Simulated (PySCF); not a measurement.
**C6H10NP (SMILES C#CCP(N)C1CC1): density, localisation and related maps**

```xyz
18

C     2.6883   -1.6162    0.2563
C     2.2422   -0.5051    0.2447
C     1.6845    0.8214    0.2136
P     0.1076    0.8727   -0.7991
N    -0.3920    2.4177   -0.2079
C    -0.9449   -0.1035    0.3412
C    -1.0009   -1.5913    0.1630
C    -2.1782   -0.7574   -0.2155
H     3.0892   -2.5850    0.2762
H     2.4001    1.5127   -0.2443
H     1.4439    1.1710    1.2224
H    -1.3706    2.5715   -0.4350
H     0.1396    3.1610   -0.6537
H    -0.9949    0.2962    1.3500
H    -1.0623   -2.2063    1.0482
H    -0.4086   -2.0264   -0.6283
H    -3.0619   -0.7959    0.4045
H    -2.3897   -0.6309   -1.2681
```

Geometry: GFN2-xTB.

These are results of PBE0/pcSseg-1, SCF density, gas phase, non-relativistic (PySCF 2.14.0), not measurements.

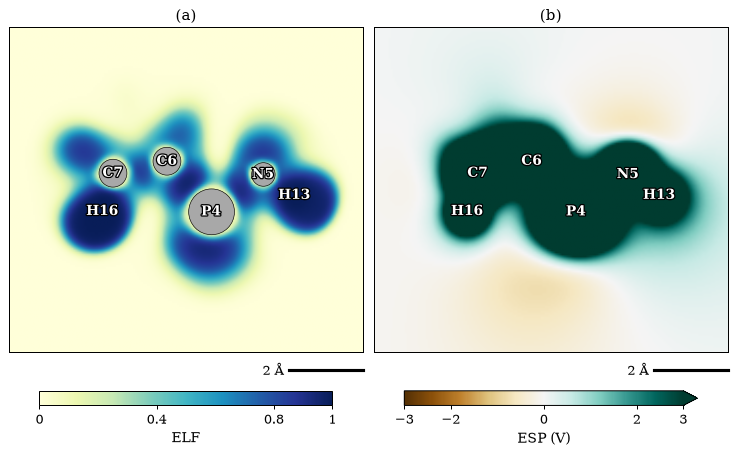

Figure 1. (a) ELF; (b) molecular electrostatic potential on the plane of atoms P4, N5 and H13. Grey discs cover the atomic cores in the ELF map.

> Describe what can be read from this map.

- The plane passes through P, N, C and H nuclei.
- P–N (1.73 Å): the ELF peaks at about 0.90 between the atoms: a polar covalent bond.
- C–P (1.83 Å): the ELF peaks at about 0.95 between the atoms; a covalent bond.
- N–H (1.02 Å): the ELF climbs to about 1 towards the hydrogen, as it does in any bond to H; a covalent bond by its length.
- The ELF also peaks beside P4, away from the bonds: lone-pair regions.
- Outside the dense part of the molecule the potential is most negative (−0.8 V) near P4.

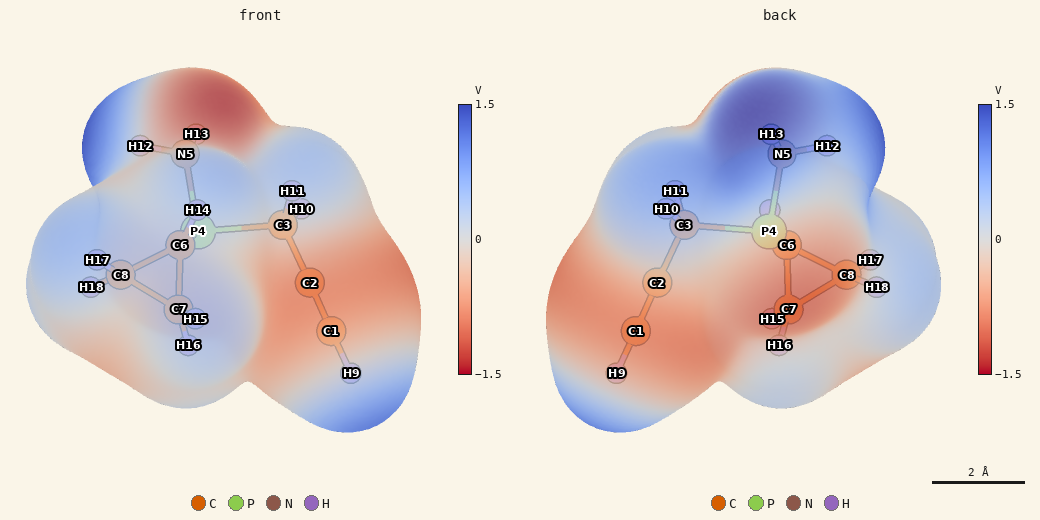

Figure 2. The electrostatic potential painted on the density surface at 0.001 e/bohr³, seen from the front and from behind; red is negative and blue positive.

> Where is the surface potential most negative and most positive?

The most negative region (about −1.2 V) lies over N5, the most positive (about +1.4 V) over H12 and H13. N5 is the likeliest acceptor of a hydrogen bond.

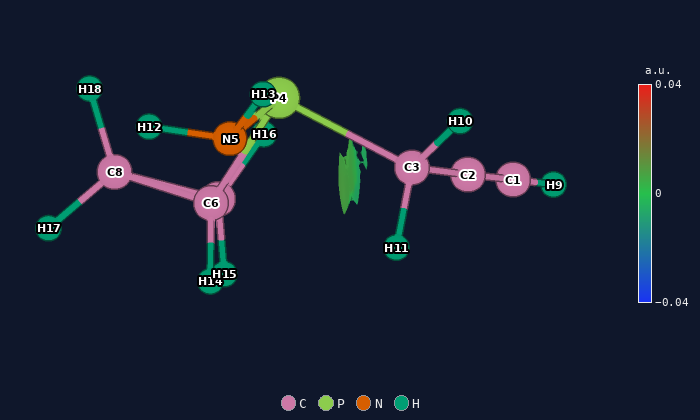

Figure 3. Non-covalent interaction (NCI) plot: the surface where the reduced density gradient is 0.4, for densities under 0.05 a.u., coloured by sign(λ₂)ρ; seen from one side.

> Identify the weak interactions.

Between C2 and C1 on one side and C7 and C6 on the other: a weak contact (green).
